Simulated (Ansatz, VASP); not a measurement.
## Cross-check of Si2Sb between VASP and Ansatz

One calculation is typed for both programs; each brings its own data sets. How far apart do they land? The cell is invented: As first built, before any earlier steps moved the atoms (in the runner's words): it takes the YSi2 structure with some of its atoms replaced by other elements, volume scaled by an estimate. It may not be a known or stable phase. The cell is taken from a series of VASP runs on this material, whose earlier steps may have relaxed, scaled or displaced it; both programs get it as it stands. Valence electrons are named where the data sets of a main pair hold unlike numbers.

Method: plane waves, with VASP 6.6.1 beside it; band structure at HSE06, in Ansatz 0.2.0.

### Step 1. The starting structure

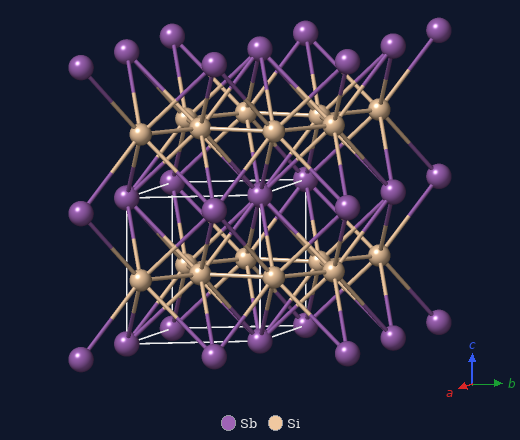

The cell as given, slightly off an axis (antimony purple, silicon light orange). 2×2×2 cells are drawn. Some periodic images of atoms are drawn too.

As a file:

```xyz
3
Lattice="4.0566 0.0000 0.0000 -2.0283 3.5131 0.0000 0.0000 0.0000 4.4065" Properties=species:S:1:pos:R:3 pbc="T T T"
Sb    0.0000    0.0000    0.0000
Si    0.0000    2.3421    2.2033
Si    2.0283    1.1710    2.2033
```

### Step 2. VASP: band structure, HSE06

With cell and atoms fixed, the geometry can't cause a difference; cores, projectors, grids and the points listed under the comparison can.

Lines of VASP's logs that name or quote its potential files are left out, and so is its time.

The run reads the wave functions of an earlier VASP run, which isn't shown here.

File INCAR:

```
SYSTEM = Si2Sb
PREC = Accurate
ENCUT = 400
EDIFF = 1E-06
NELM = 100
ISMEAR = 0
SIGMA = 0.02
LREAL = .FALSE.
ALGO = Normal
LHFCALC = .TRUE.
AEXX = 0.25
GGA = PE
HFSCREEN = 0.2
LASPH = .TRUE.
PRECFOCK = Fast
LORBIT = 11
LWAVE = .FALSE.
LCHARG = .FALSE.
KPAR = 4
```

File POSCAR:

```
Si2Sb
1.0
    4.0565899002      0.0000000000      0.0000000000
   -2.0282949501      3.5131099905      0.0000000000
    0.0000000000      0.0000000000      4.4065027854
Sb Si
1 2
Direct
    0.0000000000      0.0000000000      0.0000000000
    0.3333333300      0.6666666700      0.5000000000
    0.6666666700      0.3333333300      0.5000000000
```

File KPOINTS:

```
Automatic mesh
0
Gamma
4 4 3
0 0 0
```

File KPOINTS_OPT:

```
Line mode
6
Line-mode
Reciprocal
  0.00000000   0.00000000   0.00000000 GAMMA
  0.50000000   0.00000000   0.00000000 M

  0.50000000   0.00000000   0.00000000 M
  0.33333333   0.33333333   0.00000000 K

  0.33333333   0.33333333   0.00000000 K
  0.00000000   0.00000000   0.00000000 GAMMA

  0.00000000   0.00000000   0.00000000 GAMMA
  0.00000000   0.00000000   0.50000000 A

  0.00000000   0.00000000   0.50000000 A
  0.50000000   0.00000000   0.50000000 L

  0.50000000   0.00000000   0.50000000 L
  0.33333333   0.33333333   0.50000000 H

  0.33333333   0.33333333   0.50000000 H
  0.00000000   0.00000000   0.50000000 A

  0.50000000   0.00000000   0.50000000 L
  0.50000000   0.00000000   0.00000000 M

  0.33333333   0.33333333   0.00000000 K
  0.33333333   0.33333333   0.50000000 H
```

Potentials, in the order of the species: Sb and Si (PBE family, release 64).

Command:

```bash
$ mpirun -np 4 vasp_std
```

Numbers of over 12 decimals in the logs are rounded to 6 here.

The log of the run:

```text
[banner, memory and clock lines left out]
running    4 mpi-ranks, on    1 nodes
 distrk:  each k-point on    1 cores,    4 groups
 distr:  one band on    1 cores,    1 groups

 POSCAR found type information on POSCAR SbSi
 POSCAR found :  2 types and       3 ions
 LDA part: xc-table for (Slater+PW92), standard interpolation
 found WAVECAR, reading the header
 POSCAR, INCAR and KPOINTS ok, starting setup
 FFT: planning ... GRIDC
 FFT: planning ... GRID_SOFT
 FFT: planning ... GRID
 reading WAVECAR
 the WAVECAR file was read successfully
 initial charge from wavefunction
 entering main loop
       N       E                     dE             d eps       ncg     rms          rms(c)
DAV:   1    -0.156610689920E+02   -0.15661E+02   -0.17413E+00   160   0.103E+01    0.134E+01
DAV:   2    -0.156676390037E+02   -0.65700E-02   -0.20622E-02   178   0.152E+00    0.859E+00
DAV:   3    -0.156652912427E+02    0.23478E-02   -0.24588E-03   172   0.337E-01    0.523E+00
DAV:   4    -0.156646311584E+02    0.66008E-03   -0.78577E-04   172   0.179E-01    0.312E+00
DAV:   5    -0.156644315444E+02    0.19961E-03   -0.17307E-04   182   0.855E-02    0.186E+00
DAV:   6    -0.156643710280E+02    0.60516E-04   -0.51218E-05   180   0.453E-02    0.111E+00
DAV:   7    -0.156643551885E+02    0.15839E-04   -0.17547E-05   182   0.261E-02    0.659E-01
DAV:   8    -0.156643529777E+02    0.22108E-05   -0.53888E-06   170   0.146E-02    0.390E-01
DAV:   9    -0.156643541466E+02   -0.11689E-05   -0.14808E-06   104   0.813E-03    0.232E-01
DAV:  10    -0.156643554069E+02   -0.12603E-05   -0.68718E-07    96   0.593E-03    0.137E-01
DAV:  11    -0.156643565645E+02   -0.11576E-05   -0.19930E-07    96   0.351E-03    0.811E-02
DAV:  12    -0.156643573080E+02   -0.74347E-06   -0.73193E-08    98   0.227E-03
   1 F= -.15664357E+02 E0= -.15662947E+02  d E =-.282095E-02
 Start KPOINTS_OPT (optional k-point list driver)
k-point batch [1-8\54]
       N       E                     dE             ncg
DAV:   1     0.527716915249E+03   -0.13095E+04      160
DAV:   2     0.213193225004E+03   -0.31452E+03      180
DAV:   3     0.176817895643E+03   -0.36375E+02      198
DAV:   4     0.175204673365E+03   -0.16132E+01      194
DAV:   5     0.175181114298E+03   -0.23559E-01      178
DAV:   6     0.175180519230E+03   -0.59507E-03      186
DAV:   7     0.175180502101E+03   -0.17129E-04      174
DAV:   8     0.175180501437E+03   -0.66444E-06      154
[...]
k-point batch [49-54\54]
       N       E                     dE             ncg
DAV:   1     0.999341604071E+03   -0.20438E+04      120
DAV:   2     0.819459543750E+03   -0.17988E+03      142
DAV:   3     0.804397108575E+03   -0.15062E+02      150
DAV:   4     0.803477266632E+03   -0.91984E+00      166
DAV:   5     0.803440612098E+03   -0.36655E-01      158
DAV:   6     0.803438892552E+03   -0.17195E-02      166
DAV:   7     0.803438795701E+03   -0.96850E-04      156
DAV:   8     0.803438789658E+03   -0.60436E-05      148
DAV:   9     0.803438789266E+03   -0.39170E-06      108
```

OUTCAR, selected parts (step 2):

```text
ion  position               nearest neighbor table
   1  0.000  0.000  0.000-   2 3.22   3 3.22   2 3.22   3 3.22   3 3.22   3 3.22   2 3.22   2 3.22
                             3 3.22   3 3.22   2 3.22   2 3.22
   2  0.333  0.667  0.500-   3 2.34   3 2.34   3 2.34   1 3.22   1 3.22   1 3.22   1 3.22   1 3.22
                             1 3.22
   3  0.667  0.333  0.500-   2 2.34   2 2.34   2 2.34   1 3.22   1 3.22   1 3.22   1 3.22   1 3.22
                             1 3.22

  LATTYP: Found a hexagonal cell.
 ALAT       =     4.0565899002
 C/A-ratio  =     1.0862578900

 Subroutine GETGRP returns: Found 24 space group operations
 (whereof 24 operations were pure point group operations)

The static configuration has the point symmetry D_6h.

 Found      8 irreducible k-points:

   k-points           NKPTS =      8   k-points in BZ     NKDIM =     48   number of bands    NBANDS=     10

   dimension x,y,z NGX =    28 NGY =   28 NGZ =   30
   dimension x,y,z NGXF=    56 NGYF=   56 NGZF=   60

   ENCUT  =  400.0 eV  29.40 Ry    5.42 a.u.   6.62  6.62  7.19*2*pi/ulx,y,z

   NELECT =      13.0000    total number of electrons

 k-points in reciprocal lattice and weights: Automatic mesh
   0.00000000  0.00000000  0.00000000       0.021
   0.25000000  0.00000000  0.00000000       0.125
   0.50000000  0.00000000  0.00000000       0.062
   0.25000000  0.25000000  0.00000000       0.125
   0.00000000  0.00000000  0.33333333       0.042
   0.25000000  0.00000000  0.33333333       0.250
   0.50000000  0.00000000  0.33333333       0.125
   0.25000000  0.25000000  0.33333333       0.250

  exchange ACFDT corr.  =         0.00000000  see jH, gK, PRB 81, 115126

 average (electrostatic) potential at core
       1 -81.3031       2 -78.6185       3 -78.6185

 E-fermi :   8.0544

 k-point     1 :       0.0000    0.0000    0.0000
  band No.  band energies     occupation
    ...
      4       4.8906      2.00000
      5       4.8906      2.00000
      6       6.7609      2.00000
      7       6.7609      2.00000
      8       7.2356      2.00000
      9      11.0479      0.00000
     10      13.4415      0.00000

 k-point     2 :       0.2500    0.0000    0.0000
  band No.  band energies     occupation
    ...
      2      -0.4799      2.00000
      3       1.6712      2.00000
      4       3.3763      2.00000
      5       3.4301      2.00000
      6       6.1581      2.00000
      7       9.0135      0.00000
      8       9.9104      0.00000
      9      10.0053      0.00000
     10      12.1223      0.00000

 k-point     3 :       0.5000    0.0000    0.0000
  band No.  band energies     occupation
    ...
      4       2.7101      2.00000
      5       5.6797      2.00000
      6       6.2507      2.00000
      7       6.4992      2.00000
      8       7.9055      2.00000
      9       9.9904      0.00000
     10      11.4077      0.00000

  energy-cutoff  :      400.00
  volume of cell :       62.80
      direct lattice vectors                 reciprocal lattice vectors
     4.056589900  0.000000000  0.000000000     0.246512471  0.142324038  0.000000000
    -2.028294950  3.513109990  0.000000000     0.000000000  0.284648076  0.000000000
     0.000000000  0.000000000  4.406502785     0.000000000  0.000000000  0.226937335

 POSITION                                       TOTAL-FORCE (eV/Angst)
 -----------------------------------------------------------------------------------
      0.00000      0.00000      0.00000         0.000000      0.000000      0.000000
     -0.00000      2.34207      2.20325         0.000000     -0.000000      0.000000
      2.02829      1.17104      2.20325        -0.000000      0.000000      0.000000
 -----------------------------------------------------------------------------------
    total drift:                                0.000000     -0.000000      0.000000

  FREE ENERGIE OF THE ION-ELECTRON SYSTEM (eV)
  ---------------------------------------------------
  free  energy   TOTEN  =       -15.6643573080 eV

  energy  without entropy=      -15.6615363550  energy(sigma->0) =      -15.66294683

 total charge
# of ion       s       p       d       tot
------------------------------------------
    1        1.256   1.196   0.035   2.487
    2        0.851   0.770   0.000   1.621
    3        0.851   0.770   0.000   1.621
--------------------------------------------------
tot          2.958   2.736   0.035   5.729

[... 3 further parts left out ...]
```

The k-mesh is coarse for exact exchange; levels may shift by about 0.1 eV on a finer one.

(Part 1 of 2 ends here.)

[Lines on the potential files, build, host, timing and source positions are cut from VASP's logs without a mark.]

[Logs are printed without paths, hosts, clocks, repeated set-up lines and the standing remarks that a program may print on its own settings, such as how far it seeks lower states.]

[Hosts, paths, dates, database ids (printed as entryN), source tags and the programs' standing remarks are cut or masked in the printed files.]
